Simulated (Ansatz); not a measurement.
**BrGeH$_{3}$···HCl: density, localisation and related maps**

```xyz
7

Ge   -0.5902    0.6974   -0.6044
Cl    0.6274   -2.0193    1.9739
H    -0.9086    1.7675   -1.6515
H    -0.8836    1.1699    0.8197
H    -1.2454   -0.6459   -0.9261
H     1.2923   -1.3250    1.1131
Br    1.7081    0.3554   -0.7247
```

The product side of a reaction path; geometry: PBE0-D4/def2-TZVP.

Method: Ansatz, RKS PBE0-D4/def2-TZVPP.

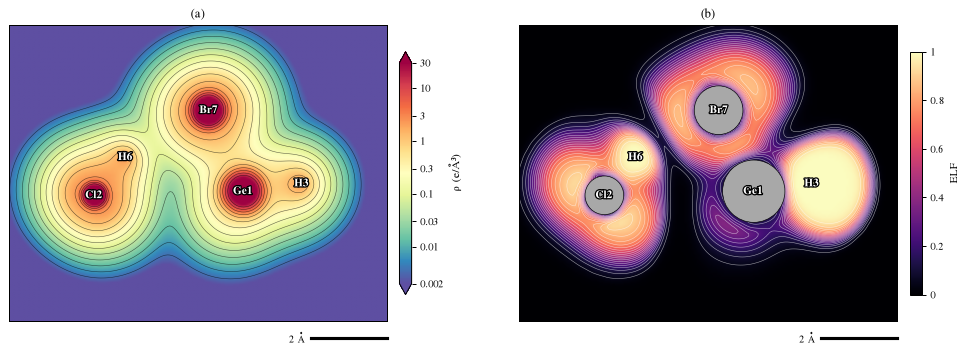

Figure 1. (a) total electron density; (b) electron localisation function on the plane of atoms H3, Ge1 and Br7. Grey discs cover the atomic cores in the ELF map.

### What does the map show?

The plane passes through Ge, Cl, H and Br nuclei. Br7···H6 (2.52 Å): the density falls to about 0.11 e/Å³ on the way; the ELF dips to about 0.10 between them. Ge–Br (2.33 Å): ρ is about 0.66 e/Å³ halfway; the ELF peaks at about 0.80 in the valence shell of Br, 1.0 Å from its nucleus, and is about 0.75 at the midpoint. Cl–H (1.29 Å): ρ at the midpoint is about 2 e/Å³; the ELF climbs to about 1 towards the hydrogen, as it does in any bond to H: an ordinary covalent bond to hydrogen. Ge–H (1.53 Å): ρ is about 1.1 e/Å³ halfway; the ELF climbs to about 1 towards the hydrogen. The ELF also peaks beside Cl2 and Br7, away from the bonds: lone-pair regions.

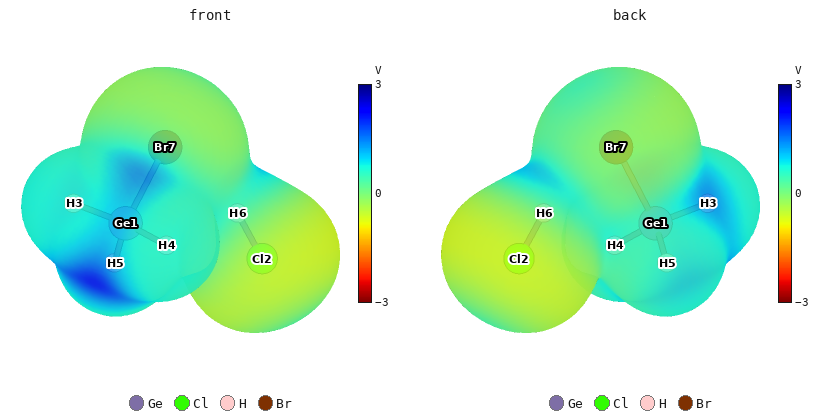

Figure 2. The molecular electrostatic potential painted on the density surface at 0.002 e/bohr³, seen from the front and from behind; the colour scale runs from red (negative) to blue (positive).

### Describe the electrostatic potential map.

The most negative region (about −0.7 V) lies over Cl2, the most positive (about +2.1 V) over Ge1. Cl2 shows a σ-hole: about +0.3 V at the tip opposite its bond, against about −0.6 V on its flanks. Br7 shows a σ-hole: about +0.5 V at the tip opposite its bond, against about −0.1 V on its flanks.

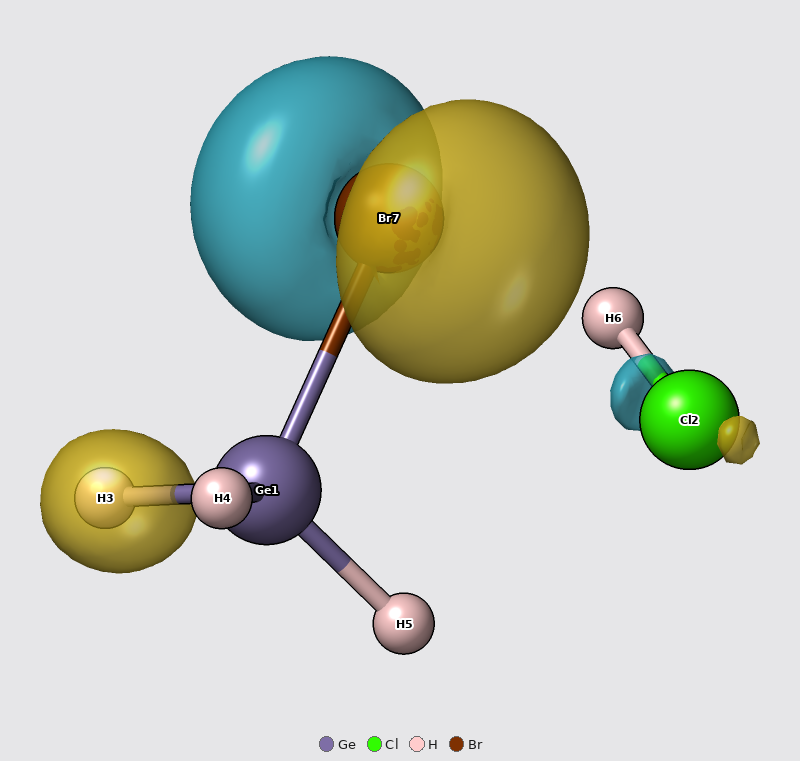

Figure 3. The HOMO−1 at ±0.15 Å⁻³ᐟ² (yellow and cyan are the two phases), seen at a tilt.

### Describe this orbital and give its energy.

Its weight (Hirshfeld) is mainly on Br7 (about 80 %) and Ge1 (about 10 %); largely a lone pair of Br7. Its energy is −8.69 eV.
